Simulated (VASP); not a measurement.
Band structure of RbAu (space group Pm-3m). Calculation: r2SCAN meta-GGA, VASP's PBE PAW potentials (set 64) (plane waves; VASP).

Unless said otherwise, spin-orbit coupling is left out, though it shifts the bands of the heavy elements here.

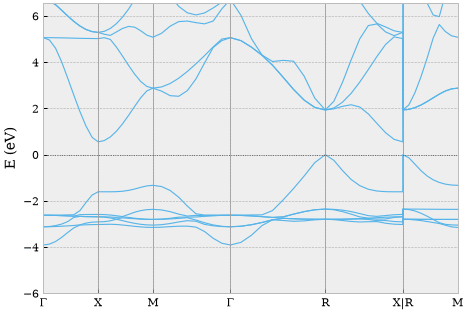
Bands along high-symmetry lines, zero at the valence-band maximum or, without a gap, the Fermi level

**Question.** Read the plot: is there a gap, and where are the band edges?

**Answer.** The gap is indirect, 0.56 eV, from the valence maximum at R to the conduction minimum at X.

The structure comes from a computed database's RbAu entry (Pm-3m); how it stands against other phases isn't given here. It was relaxed first.
